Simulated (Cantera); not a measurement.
A closed system holds: 1 mol CuO, a varied amount of H2, equilibrated at 1627 °C and 2.00 bar.

Method: chemical equilibrium by Gibbs-energy minimisation in Cantera with the NASA 1993 tables (ideal gas, pure condensed phases). Candidate condensed phases: Cu, CuO, Cu(OH)2, Cu2O, H2O; 12 gas species. Each liquid is taken as pure. Mutual solubility and eutectic melting of coexisting phases are not modelled. Equilibrium is a limit: real reactors are often held back by kinetics, nucleation or transport.

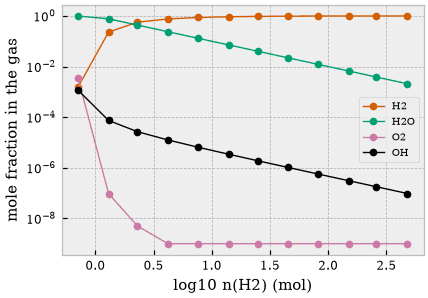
Fig. 1. Equilibrium gas composition (values under 1e-9 drawn at 1e-9)

At 0.71 mol H2 the condensed part is Cu(l) + Cu2O(l). From 1.3 mol H2 to 480 mol H2 the condensed part is Cu(l). The main Cu-bearing gas is Cu throughout.
